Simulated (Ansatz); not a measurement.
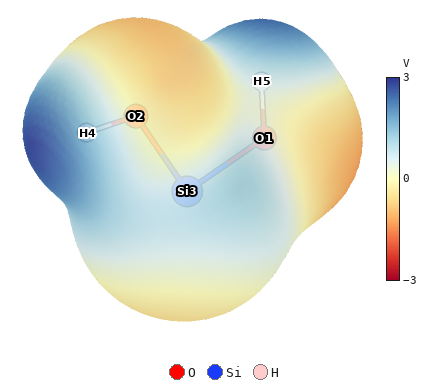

The picture shows: H2O2Si (SMILES O[Si]O). The molecular electrostatic potential painted on the density surface at 0.002 e/bohr³, seen at a tilt; red is negative and blue positive.

Geometry: PBE-D3(BJ)/def2-SVP.

Level of theory: Ansatz, isolated molecule in a Gaussian basis; Kohn-Sham density functional theory, functional PBE0.

```json
{"atom": "O", "x (Å)": "-0.9456", "y (Å)": "-0.7203", "z (Å)": "-0.8999"}
{"atom": "O", "x (Å)": "-0.2075", "y (Å)": "0.7417", "z (Å)": "1.0638"}
{"atom": "Si", "x (Å)": "-1.0963", "y (Å)": "-0.6794", "z (Å)": "0.7736"}
{"atom": "H", "x (Å)": "-0.1459", "y (Å)": "0.9908", "z (Å)": "2.0046"}
{"atom": "H", "x (Å)": "-0.4261", "y (Å)": "0.0211", "z (Å)": "-1.2748"}
```

### Where is the surface potential most negative and most positive?

The most negative region (about −1.4 V, or −32 kcal/mol for a unit charge) lies over O1, the most positive (about +2.8 V, or +65 kcal/mol for a unit charge) over H4. O1 is the likeliest acceptor of a hydrogen bond.

### How polar is the molecule by this calculation?

Its dipole moment is 1.78 D.
